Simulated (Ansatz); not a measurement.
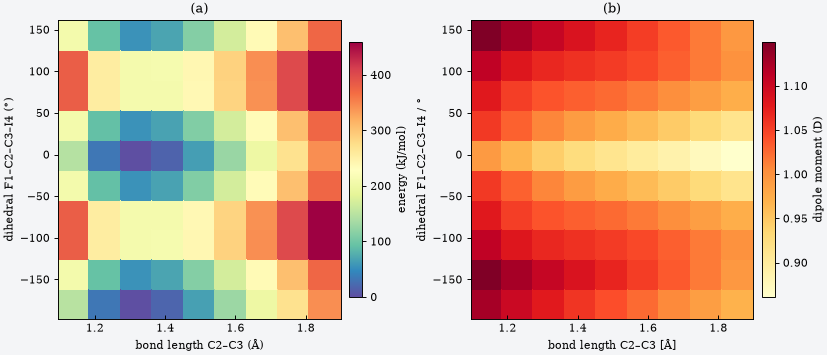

C₂HFI₂, SMILES FC=C(I)I. 
- First axis: bond length C2–C3. Second axis: dihedral F1–C2–C3–I4.
- Nothing is relaxed (all other coordinates rigid).
- The scan uses a 9 × 10 grid; 54 points were computed and 36 follow by symmetry.
- Energies: kJ/mol, counted from the lowest grid point.
- The dihedral twists a double bond; near 90° a spin-restricted reference is unreliable.
- Theory: RKS PBE0-D4/def2-TZVP in Ansatz.

Panel (a) is the energy and panel (b) the computed dipole moment on the same grid.

Drawn: one coloured cell a grid point.

Q: How does the dipole moment vary over the map, and what is it at the lowest grid point?

A: Leaving out the highest fifth of the energies, it runs from 0.87 D at bond length C2–C3 = 1.766 Å, dihedral F1–C2–C3–I4 = 0° to 1.15 D at bond length C2–C3 = 1.140 Å, dihedral F1–C2–C3–I4 = −144°. At the lowest grid point, bond length C2–C3 = 1.319 Å, dihedral F1–C2–C3–I4 = 0°, it is 0.94 D.
